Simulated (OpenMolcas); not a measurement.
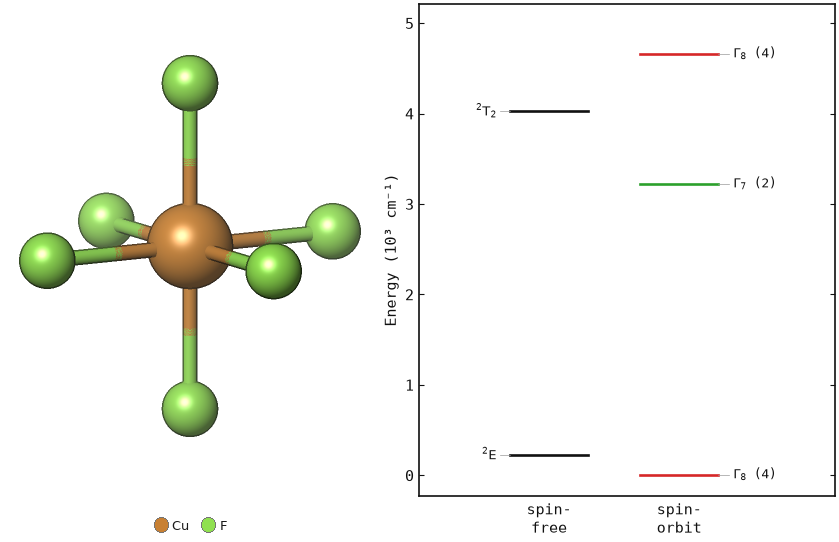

Cu²⁺ (3d⁹) as a dopant in KCdF₃, a cluster with its 6 nearest F⁻ at 2.151 Å (octahedron) embedded in model potentials and point charges; the geometry was set, not optimised, and its levels. Labels give the representation in O, Td, D4 or D3 as the site allows (double group for half-integer spin) where it could be assigned and, in brackets, the degeneracy; spin-free states, where drawn, share the zero of the spin-orbit levels. Computed with OpenMolcas: state-averaged CASSCF, active space 9 electrons in the shell 3d, basis ANO-RCC-VTZP on the metal and ANO-RCC-VDZP on the ligands, DKH2 scalar Hamiltonian, spin-orbit coupling by RASSI with atomic mean-field integrals.

Q: What does the figure show?

A: The ground level is Γ₈, 4-fold degenerate, 100 % from states of spin multiplicity 2. The next level lies at 3,220 cm⁻¹ (Γ₇). The lowest spin-free state is ²E, from the free-ion D term; of the same spin there follows at 3,800 cm⁻¹ (²T₂) above it. A ligand-field fit to the spin-free states gives |10Dq| = 3,800 cm⁻¹. The active orbitals hold 97 to 99 % metal character (Löwdin), and the Mulliken charge of the metal is +1.47.

Limits of the model: orbital doublet at a regular site, Jahn-Teller distortion not allowed for; the geometry is set by hand, with no relaxation and no charge compensation.
